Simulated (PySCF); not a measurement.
# CH4FSi (SMILES C[SiH]F) at UHF/def2-SVP

Aim: the vertical doublet–quartet gap of CH4FSi at UHF/def2-SVP, from 2 runs. 

The results are computed with PySCF 2.14.0.

1 further run of the same task is left out (set aside as unsound or not needed).

## 1. Starting point

The species is CH4FSi (7 atoms), meant as a doublet with charge 0. SMILES: `C[SiH]F`. The coordinates come from a PBE0-D4/def2-TZVP relaxation.

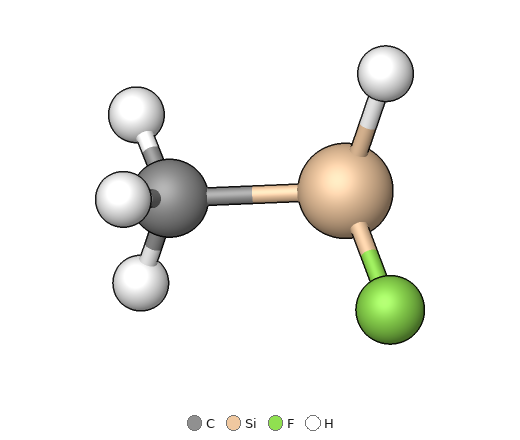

The structure, seen from a chosen angle (carbon grey, silicon light orange, fluorine green, hydrogen white).

## 2. A single-point energy at UHF/def2-SVP

mol.xyz reads:

```xyz
7

C     -0.653500     0.389500    -0.298000
Si     0.917400    -0.594100    -0.104100
F      0.640700    -1.812800     0.909600
H     -1.444900    -0.207800    -0.754100
H     -0.470200     1.260900    -0.931700
H     -1.000700     0.738300     0.679600
H      2.011300     0.226000     0.498700
```

run.py reads:

```python
# C[SiH]F
from pyscf import gto, scf

mol = gto.M(
    atom='mol.xyz',
    max_memory=1860,
    spin=1,
    charge=0,
    verbose=4,
    basis='def2-svp',
)

mf = scf.UHF(mol)
mf.conv_tol = 1e-10
mf.kernel()
if not mf.converged:
    mf = mf.newton().run(mf.mo_coeff, mf.mo_occ)

e_final = mf.e_tot
print(f'total energy: {e_final:.8f} hartree')
```

Run with:

```console
$ OMP_NUM_THREADS=1 python run.py
```

Standard output:

```text
PySCF version 2.14.0

[... 95 lines left out ...]
converged SCF energy = -428.388086766008  <S^2> = 0.75233383  2S+1 = 2.0023325
total energy: -428.38808677 hartree
```

Wall time 1.3 s (1 thread of Arm Neoverse V1, shared host); peak memory 0.12 GiB.

## 3. The quartet

run.py reads:

```python
from pyscf import gto

molecule = gto.Mole()
molecule.atom = '''
C     -1.234936     0.736048    -0.563138
Si     1.733635    -1.122686    -0.196720
F      1.210748    -3.425696     1.718895
H     -2.730465    -0.392685    -1.425042
H     -0.888549     2.382756    -1.760658
H     -1.891049     1.395185     1.284258
H      3.800806     0.427078     0.942406
'''
molecule.spin = 3
molecule.basis = 'def2-svp'
molecule.verbose = 3
molecule.unit = 'bohr'
molecule.max_memory = 1860
molecule.build()

mf = molecule.UHF()
mf.conv_tol = 1e-10
mf.kernel()
if not mf.converged:
    mf = mf.newton().run(mf.mo_coeff, mf.mo_occ)

energy = mf.e_tot
print(f'total energy: {energy:.8f} hartree')
```

Run with:

```console
$ OMP_NUM_THREADS=1 python run.py
```

Standard output:

```text
WARN: HOMO 0.100465314958949 >= LUMO -0.352281224965125

WARN: HOMO -0.114040879434579 >= LUMO -0.203599848464806

WARN: HOMO -0.113275337123135 >= LUMO -0.154159890897012

WARN: HOMO -0.113369321984173 >= LUMO -0.127258363145313

WARN: HOMO -0.117111529320333 >= LUMO -0.128916665670883

WARN: HOMO -0.119664651306118 >= LUMO -0.125798662240434

WARN: HOMO -0.1212013275242 >= LUMO -0.124036031430766

WARN: HOMO -0.120923021820789 >= LUMO -0.123266866143136

WARN: HOMO -0.120818310622364 >= LUMO -0.123093434988737

WARN: HOMO -0.120720650413123 >= LUMO -0.122992428773382

WARN: HOMO -0.120701605383863 >= LUMO -0.122938163723694

WARN: HOMO -0.120686325660307 >= LUMO -0.122945100359496

WARN: HOMO -0.120685652411683 >= LUMO -0.122940294866958

WARN: HOMO -0.120677932258929 >= LUMO -0.122946834441449

WARN: HOMO -0.120668540717837 >= LUMO -0.12295327412288

WARN: HOMO -0.120664997081049 >= LUMO -0.122949266946286

WARN: HOMO -0.12066461078303 >= LUMO -0.122953057820326

WARN: HOMO -0.120665006961866 >= LUMO -0.122952779829198

WARN: HOMO -0.120665232783413 >= LUMO -0.12295330927503

WARN: HOMO -0.120665537815786 >= LUMO -0.122953510274566

WARN: HOMO -0.120665701926715 >= LUMO -0.122953706357815

WARN: HOMO -0.120665979103998 >= LUMO -0.122954078123545

WARN: HOMO -0.120666241255864 >= LUMO -0.122954548400999

WARN: HOMO -0.120666664217732 >= LUMO -0.122955488887824

WARN: HOMO -0.120667322323436 >= LUMO -0.122956896142056

WARN: HOMO -0.120667772469699 >= LUMO -0.122957900653009

WARN: HOMO -0.120667809418392 >= LUMO -0.122958053278684

converged SCF energy = -428.074762634142  <S^2> = 3.7725483  2S+1 = 4.0112583
total energy: -428.07476263 hartree
```

Run time: 1.8 s. Hardware: 1 thread of Arm Neoverse V1, shared host; peak memory 0.14 GiB.

## 4. Outcome

Level: UHF/def2-SVP.

| quantity | value |
| --- | --- |
| doublet: total energy | -428.38809 Eh |
| doublet: dipole moment | 1.96 D |
| doublet: HOMO energy (highest over α and β) | -9.16 eV |
| doublet: LUMO energy (lowest over α and β) | 1.71 eV |
| doublet: ⟨S²⟩ | 0.752 |
| quartet: total energy | -428.07476 Eh |
| quartet: dipole moment | 4.32 D |
| quartet: HOMO energy (highest over α and β) | -3.28 eV |
| quartet: ⟨S²⟩ | 3.773 |
| vertical energy of the quartet above the doublet | 8.526 eV |

**Reading.** At this shape the quartet lies 8.53 eV (823 kJ/mol) above the doublet. Mulliken charges (doublet) run from -0.48 on F3 to +0.82 on Si2.
